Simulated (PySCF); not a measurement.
**One shape, several levels: HCl (hydrogen chloride)**

Aim: a comparison of 6 runs (M06-2X/6-31G, PBE/6-31G, wB97X-V/6-31G, NEVPT2(2,2)/6-31G, NEVPT2(8,5)/6-31G, FCI/6-31G) of HCl (hydrogen chloride). 

Program for the calculation: PySCF 2.14.0.

12 further runs of the same task are left out: 3 that didn't finish, 9 set aside as unsound or not needed.

**1. Starting point**

HCl: 2 atoms, total charge 0, spin state singlet. SMILES: `Cl`. The Cl1–H2 distance was set to 1.535 Å, away from the relaxed value.

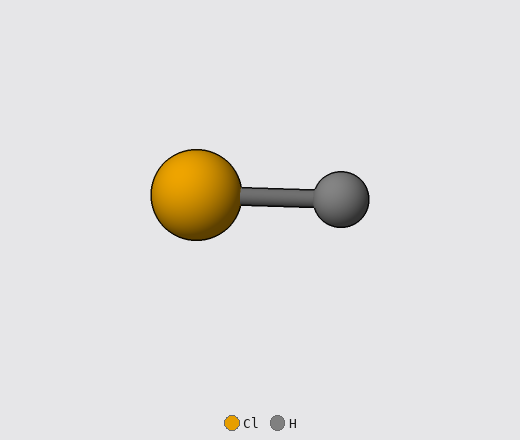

Viewed from a chosen angle; chlorine amber, hydrogen grey.

**2. A single-point energy at M06-2X/6-31G (run 1)**

start.xyz

```xyz
2
ClH
Cl     0.764358    -0.249886     0.393098
H     -0.546000     0.178500    -0.280800
```

run.py

```python
from pyscf import gto, dft

system = gto.Mole()
system.atom = 'start.xyz'
system.basis = '6-31g'
system.verbose = 3
system.spin = 0
system.charge = 0
system.max_memory = 1860
system.build()

ks = dft.RKS(system)
ks.xc = 'm06-2x'
ks.conv_tol = 1e-10
ks.grids.level = 5
ks.kernel()
if not ks.converged:
    ks = ks.newton().run(ks.mo_coeff, ks.mo_occ)

e_final = ks.e_tot
print(f'total energy: {e_final:.8f} hartree')
```

On the command line:

```console
OMP_NUM_THREADS=1 python run.py
```

Output:

```text
converged SCF energy = -460.717732962894
total energy: -460.71773296 hartree
```

Run time: 1.4 s. Hardware: 1 thread of Arm Neoverse V1, shared host; peak memory 0.16 GiB.

**3. A single-point energy at PBE/6-31G (run 2)**

job.py

```python
from pyscf import gto, dft

molecule = gto.M(
    atom=[
    ('Cl', (0.764358, -0.249886, 0.393098)),
    ('H', (-0.546000, 0.178500, -0.280800)),
],
    spin=0,
    verbose=3,
    basis='6-31g',
    max_memory=1860,
)

mf = dft.RKS(molecule)
mf.xc = 'pbe'
mf.grids.level = 5
mf.conv_tol = 1e-10
mf.kernel()
if not mf.converged:
    mf = mf.newton().run(mf.mo_coeff, mf.mo_occ)

etot = mf.e_tot
print(f'total energy: {etot:.8f} hartree')
```

On the command line:

```console
OMP_NUM_THREADS=1 python job.py
```

Output:

```text
converged SCF energy = -460.553672527027
total energy: -460.55367253 hartree
```

Wall time 1.2 s (1 thread of Arm Neoverse V1, shared host); peak memory 0.15 GiB.

Runs 3 to 5 aren't shown in full; the table further down has their settings and results.

**4. The energy at FCI/6-31G (run 6)**

run.py

```python
from pyscf import gto, mcscf
from pyscf import fci

mol = gto.M(
    atom='''
Cl     1.444427    -0.472216     0.742848
H     -1.031790     0.337316    -0.530635
''',
    verbose=4,
    charge=0,
    spin=0,
    basis='6-31g',
    max_memory=1860,
    unit='bohr',
)

myscf = mol.RHF()
myscf.conv_tol = 1e-10
myscf.kernel()
if not myscf.converged:
    myscf = myscf.newton().run(myscf.mo_coeff, myscf.mo_occ)

cas = mcscf.CASCI(myscf, myscf.mo_coeff.shape[-1] - 5, (mol.nelec[0] - 5, mol.nelec[1] - 5))  # full CI above the frozen core
cas.fcisolver = fci.direct_spin0.FCI(mol)  # even spin states alone
cas.kernel()
print('<S^2> = %.4f' % cas.fcisolver.spin_square(cas.ci, cas.ncas, cas.nelecas)[0])
energy = cas.e_tot
print('Final energy', energy)
```

On the command line:

```console
OMP_NUM_THREADS=1 python run.py
```

Output:

```text
PySCF version 2.14.0

[INPUT] num. atoms = 2
[INPUT] num. electrons = 18
[INPUT] charge = 0
[INPUT] spin (= nelec alpha-beta = 2S) = 0
[INPUT] symmetry False subgroup None
[INPUT] Mole.unit = bohr
[INPUT] Symbol           X                Y                Z      unit          X                Y                Z       unit  Magmom
[INPUT]  1 Cl     0.764357851238  -0.249885945832   0.393098232778 AA    1.444427000000  -0.472216000000   0.742848000000 Bohr   0.0
[INPUT]  2 H     -0.545999754455   0.178499940079  -0.280799949317 AA   -1.031790000000   0.337316000000  -0.530635000000 Bohr   0.0

nuclear repulsion = 5.86250408911954
number of shells = 9
number of NR pGTOs = 50
number of NR cGTOs = 15
basis = 6-31g
ecp = {}

[... 35 lines left out ...]
converged SCF energy = -460.015790951792
[... 1 line left out ...]
******** <class 'pyscf.mcscf.casci.CASCI'> ********
CAS (4e+4e, 10o), ncore = 5, nvir = 0
natorb = False
canonicalization = True
sorting_mo_energy = False
******** <class 'pyscf.fci.direct_spin0.FCISolver'> ********
max. cycles = 100
conv_tol = 1e-10
davidson only = False
linear dependence = 1e-14
level shift = 0.001
max iter space = 12
nroots = 1
pspace_size = 400
spin = None
Density matrix diagonal elements [1.99024305 1.94014173 1.9881111  1.9881111  0.0517133  0.00822222
 0.01113765 0.01113765 0.00535307 0.00582915]
CASCI converged
CASCI E = -460.082769312917  E(CI) = -17.7850670757480  S^2 = 0.0000000
<S^2> = 0.0000
Final energy -460.08276931291664
```

Wall time 1.1 s (1 thread of Arm Neoverse V1, shared host); peak memory 0.12 GiB.

**5. All runs side by side**

| run | level | nlc grid | integration grid | energy (Eh) | dipole moment (D) of the reference | HOMO energy (eV) | LUMO energy (eV) | wall time |
| --- | --- | --- | --- | --- | --- | --- | --- | --- |
| 1 | M06-2X/6-31G | – | 5 | -460.717733 | 1.89 | -10.69 | -0.73 | 1.4 s |
| 2 | PBE/6-31G | – | 5 | -460.553673 | 1.79 | -7.73 | -2.74 | 1.2 s |
| 3 | wB97X-V/6-31G | 1 | 5 | -460.670140 | 1.90 | -11.82 | 0.58 | 3.6 s |
| 4 | NEVPT2(2,2)/6-31G | – | – | -460.079932 | 1.97 | -12.93 | 1.98 | 0.89 s |
| 5 | NEVPT2(8,5)/6-31G | – | – | -460.075745 | 1.97 | -12.93 | 1.98 | 1 s |
| 6 | FCI/6-31G | – | – | -460.082769 | 1.97 | -12.93 | 1.98 | 1.1 s |

**6. Outcome**

| quantity | value |
| --- | --- |
| run 6: total energy | -460.08277 Eh |
| run 6: dipole moment (Hartree–Fock density) | 1.97 D |
| run 6: HOMO energy (Hartree–Fock orbitals) | -12.93 eV |
| run 6: LUMO energy (Hartree–Fock orbitals) | 1.98 eV |
| run 6: HOMO–LUMO gap (Hartree–Fock orbitals) | 14.91 eV |
| run 6: correlation energy (5 core orbitals frozen) | -67.0 mEh |

**Reading.** Over runs 1, 2, 3 the dipole moment (its size) runs from 1.79 D (PBE/6-31G) to 1.90 D (wB97X-V/6-31G). Over runs 1, 2, 3 the HOMO–LUMO gap runs from 4.99 eV (PBE/6-31G) to 12.40 eV (wB97X-V/6-31G). Totals of different functionals can't be ranked against each other. All runs together took 9.2 s, the longest 3.6 s.
